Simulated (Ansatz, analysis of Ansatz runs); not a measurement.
# Migration in MgB2C2 (Pnnm): Li_i hop between interstitial places, charge +1, part 4 of 4

Aim: the barrier of one jump in MgB2C2 (Pnnm) at charge +1: Li_i hop between interstitial places. The model is a cell of 60 host atoms with 1 Li put in; Li is the atom that moves.

Ansatz 0.2.0; plane-wave PAW DFT, PBEsol; nudged elastic band between two relaxed defect structures at fixed charge in a uniform background.

So far: The starting structure; Relaxation of the start point, charge +1; Relaxation of the end point, charge +1; Nudged elastic band, charge +1.

## Step 4: Nudged elastic band, charge +1 (continued)

The path, image by image:

```
image  path (Å)  energy (eV)    Li61: x, y, z (Å)
    0     0.000       0.0000  2.315, 7.167, 1.383
    1     0.501       0.2020  2.316, 7.167, 1.791
    2     1.001       0.6652  2.316, 7.167, 2.268
    3     1.502       0.9180  2.317, 7.167, 2.765
    4     2.003       0.6651  2.318, 7.168, 3.262
    5     2.504       0.2019  2.318, 7.168, 3.739
    6     3.005       0.0000  2.319, 7.167, 4.147
```

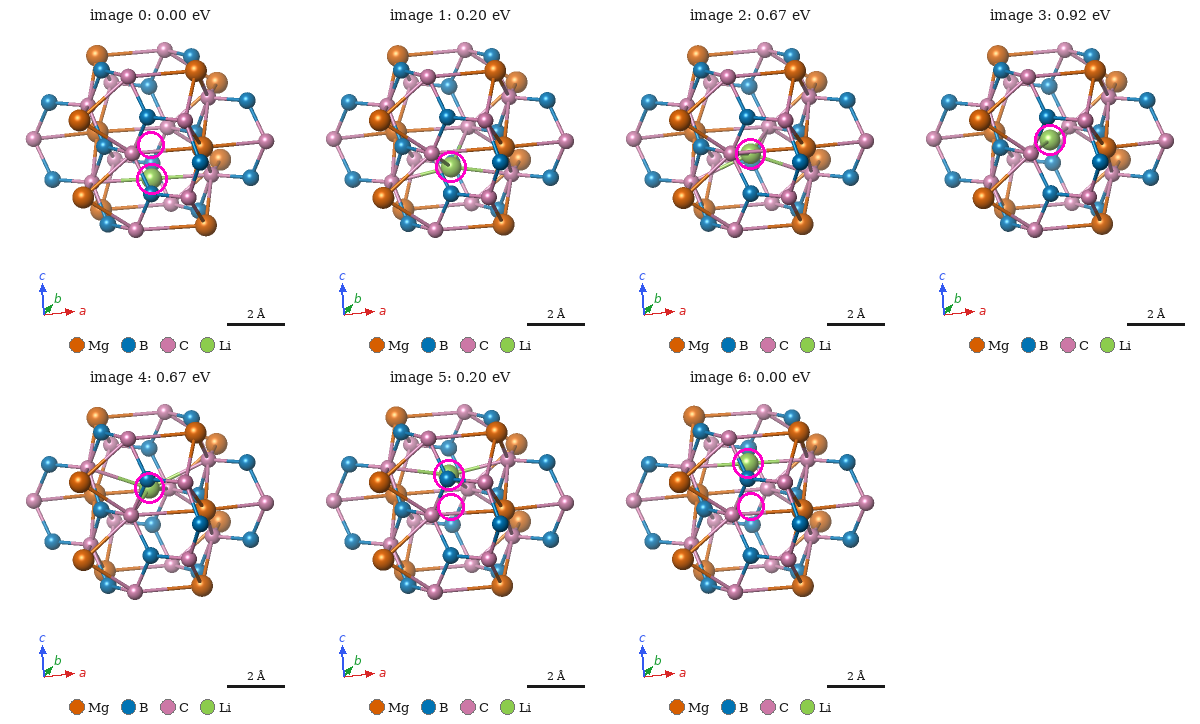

Images along the path; Li61 is ringed. A ring with no atom in it marks the empty centre.

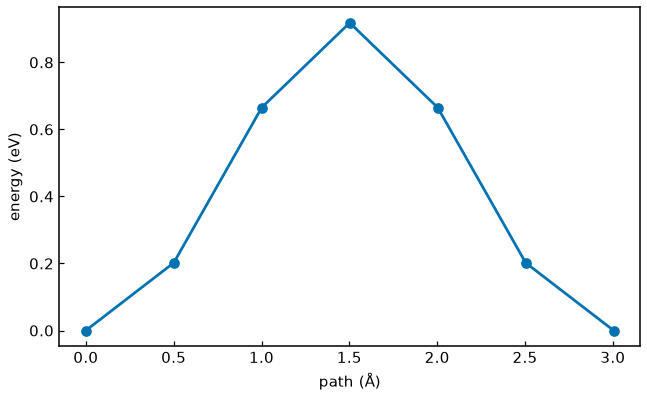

Energy along the path.

Read from the output:

| Quantity | Value |
| --- | --- |
| free energy | -32749.9176 eV |
| barrier forward | 0.9180 eV |
| barrier backward | 0.9180 eV |
| end less start | -5.33e-6 eV |
| hop length | 2.764 Å |

Track of the atom that was set to move:

```
image  x (Å)  y (Å)  z (Å)  nearest neighbour  distance (Å)
    0  2.315  7.167  1.383                  C         2.109
    1  2.316  7.167  1.791                  B         2.117
    2  2.316  7.167  2.268                  B         2.001
    3  2.317  7.167  2.765                  B         1.962
    4  2.318  7.168  3.262                  B         2.001
    5  2.318  7.168  3.739                  B         2.117
    6  2.319  7.167  4.147                  C         2.108
```

The band met its tolerance of 0.05 eV/Å after 6 iterations, with image 3 on top (the start counts as 0). Li61, which moves farthest between the ends, has 2 C at 2.11 Å and 4 B at 2.27 Å nearest at the start and 2 B at 1.96 Å and 2 C at 2.20 Å at the top.

## Step 5: Single point at the start point, PBEsol, denser k-mesh

Three single points on a mesh of more k-points (start, top, end) test the sampling. The start is shown; top and end are run alike.

This step: plane-wave PAW DFT, PBEsol; single point of a defect supercell on a structure of the PBEsol path.

Contents of qp1.start.mesh/input.yaml:

```yaml
crystal:
  lattice:
    - [4.61704896, 7.1710112, 0.0]
    - [-4.61704896, 7.1710112, 0.0]
    - [0.0, 0.0, 8.29768848]
  atoms:
    - { symbol: Mg, position: [-0.0072472, 0.50253176, 0.16668318] }
    - { symbol: Mg, position: [0.50812822, -0.00450421, 0.16668067] }
[... 3 atom lines left out ...]
    - { symbol: B, position: [0.80899494, 0.93454114, 0.16668391] }
[... 6 atom lines left out ...]
    - { symbol: C, position: [0.0111848, 0.21049192, 0.16668702] }
[... 1 atom line left out ...]
    - { symbol: C, position: [0.48969888, 0.2875315, 0.16668374] }
[... 7 atom lines left out ...]
    - { symbol: Mg, position: [0.02303725, -0.01408666, 0.33563793] }
    - { symbol: Mg, position: [0.47782604, 0.51213188, 0.33564298] }
[... 5 atom lines left out ...]
    - { symbol: B, position: [0.93432828, 0.29814111, 0.33531489] }
[... 1 atom line left out ...]
    - { symbol: B, position: [0.56655246, 0.19988424, 0.33531139] }
    - { symbol: C, position: [0.01227177, 0.21302802, 0.50069307] }
[... 1 atom line left out ...]
    - { symbol: C, position: [0.48861207, 0.28499523, 0.50069255] }
[... 2 atom lines left out ...]
    - { symbol: C, position: [0.72062265, 0.01442083, 0.33281218] }
[... 1 atom line left out ...]
    - { symbol: C, position: [0.78026497, 0.4836036, 0.33281285] }
[... 20 atom lines left out ...]
    - { symbol: Li, position: [0.75042659, 0.24902733, 0.16664917] }
total_charge: 1
basis:
  ecutwfc: 420
  xc_grid: 2
hamiltonian:
  xc: pbesol
kpoints:
  mp_grid: { grid: [2, 2, 2], shift: [0.5, 0.5, 0.5] }
scf:
  occupations: { method: fixed }
  max_iter: 100
output:
  forces: true
  eigenvalues: true
checkpoint:
  write: "../qp1.start.mesh.run"
  compress: false
  write_wavefunctions: false
  write_every: 100000
```

Started as:

```
$ ansatz run input.yaml --threads 4 --pin off --max-ram 7536MiB --backend cpu --events-out ev --progress --plain --runs-dir out
```

Numbers of over 12 decimals in the logs are rounded to 6 here.

The log of the run:

```text
[...]
Crystal: 61 atoms, lattice volume = 549.455 Å³
Basis set: ecut = 420 eV, 10723 PW (Γ), exchange–correlation on 120×120×120 points (8 copies of the dense FFT grid, shifted against one another)
Bands: 206, of which v1, the nominal top of the filled ones, is band 145 counted from 1 (144 counted from 0)
Symmetry: 1 space group operations
[...]
k-points: 4 of 8 (time reversal used)
[...]
SCF iter   1: F=—  HF=-32750.140778 eV  |F-HF|=—  |Δ(HF+E_count)|=         —  Δρ=8.44e-3  dr2=3.34e-1  ethr=1.77e-3  ⟨swp⟩=5.0  Hψ=2890  notcnv=0  defer=224
[...]
SCF iter   8: F=-32750.022250 eV  HF=-32750.022250 eV  |F-HF|=6.74e-9  |Δ(HF+E_count)|=   5.41e-8  Δρ=1.51e-6  dr2=1.77e-8  ethr=3.45e-11  ⟨swp⟩=12.0  Hψ=3105  notcnv=0
SCF 1 converged in 8 iterations: F = -32750.022250 eV  dr2 = 1.77e-8
[...]
SCF converged after 8 iterations
Free energy (F): -32750.022250 eV
[...]
Internal energy: -32750.022250 eV  (E = F + TS)
E sigma→0 (E₀):  -32750.022250 eV
Fermi energy:    7.998810 eV
[...]
--- Forces (eV/Å), atoms counted from 1 ---
  atom   1  Mg     0.00467002    -0.01887070     0.00024408
  atom   2  Mg    -0.00451799     0.01909334     0.00028394
  [... 3 atoms left out ...]
  atom   6  B      0.27967201    -0.11812723    -0.00033554
  [... 6 atoms left out ...]
  atom  13  C      0.26216331     0.14113062    -0.00041487
  [... 1 atom left out ...]
  atom  15  C     -0.26275363    -0.14125585     0.00016400
  [... 7 atoms left out ...]
  atom  23  Mg    -0.01055236     0.00259857    -0.00003632
  [... 6 atoms left out ...]
  atom  30  B     -0.30257493    -0.15622163     0.01497446
  [... 1 atom left out ...]
  atom  32  B      0.30308107     0.15663012     0.01537453
  atom  33  C      0.27846447     0.12858860     0.00054057
  [... 4 atoms left out ...]
  atom  38  C     -0.30272301     0.10608877    -0.02390599
  [... 1 atom left out ...]
  atom  40  C      0.30204229    -0.10665531    -0.02387978
  [... 20 atoms left out ...]
  atom  61  Li     0.00085036     0.00053745     0.00061376
  max |Σ_I F_I| component: 8.55e-7 eV/Å
--- Band table (eV) ---
[...]
[... further k-points left out ...]
```

Wall time 19 s (4 threads of Arm Neoverse V1, shared host); peak memory 2.2 GiB.

This step gave:

| Property | Result |
| --- | --- |
| free energy | -32750.0222 eV |

## Step 6: Barrier from single points, PBEsol, denser k-mesh

Analysis of the runs above: barrier from PBEsol single points on the PBEsol path.

It gives:

```
barrier forward  : 0.9884 eV
barrier backward : 0.9876 eV
end less start   : 8.46e-4 eV
```

This gives 0.988 eV against the band's 0.918 eV (backward 0.988 against 0.918 eV), so the sampling matters here.

## Step 7: Outcome

| Property | Result |
| --- | --- |
| barrier forward | 0.92 eV |
| barrier backward | 0.92 eV |
| end less start | 0.00 eV |
| hop length | 2.76 Å |
| band iterations, as the log counts them | 6 |
| barrier from single points, PBEsol, denser k-mesh | 0.99 eV |

What this shows: The top of the band lies 0.92 eV above the start and 0.92 eV above the end, which are alike in energy and neighbours. On the mesh of more k-points the top lies 0.99 eV above the start and 0.99 eV above the end, so the band's own sampling is not converged. The order of the top as a saddle was not checked for all atoms, so a bent path could be lower. No image-charge correction is applied; it largely cancels along a path if the charge stays localised alike. Limits: sampling at the zone centre alone can move energies of charged and open-shell states by tenths of an eV or more in cells of this size; periodic copies of the defect are only 8.3 Å apart.

[Logs are printed without paths, hosts, clocks, repeated set-up lines and the standing remarks that a program may print on its own settings, such as how far it seeks lower states.]

[Hosts, paths, dates, database ids (printed as entryN), source tags and the programs' standing remarks are cut or masked in the printed files.]
